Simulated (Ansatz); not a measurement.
Consider CH2Sn (SMILES [CH2]=[Sn]).

```yaml
atoms:
  - { symbol: C, position_ang: [0.7565, 0.1971, 0.5347] }
  - { symbol: Sn, position_ang: [1.2270, -1.7177, 0.7314] }
  - { symbol: H, position_ang: [0.7269, 0.7123, -0.4248] }
  - { symbol: H, position_ang: [0.5010, 0.8418, 1.3749] }
```

Geometry: PBE0-D4/def2-TZVP; core potentials replace the inner electrons of Sn.

Method: isolated molecule in a Gaussian basis; Kohn-Sham density functional theory, functional PBE0 in Ansatz 0.2.0.

Predict the electron density and electron localisation function between the atoms.

Answer. C–Sn (1.98 Å): ρ is about 0.92 e/Å³ halfway; the ELF peaks at about 0.90 in the valence shell of C, 0.6 Å from its nucleus, and drops to about 0.20 between the two atoms.
C–H (1.09 Å): the density is about 1.9 e/Å³ at the midpoint; the ELF climbs to about 1 towards the hydrogen, as it does in any bond to H; a covalent bond by its length.

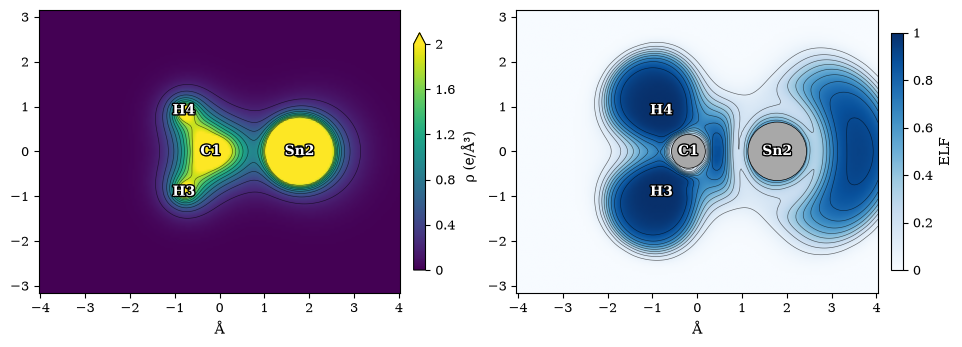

Computed electron density and electron localisation function on the molecular plane, in this order. Grey discs cover the atomic cores in the ELF map. 
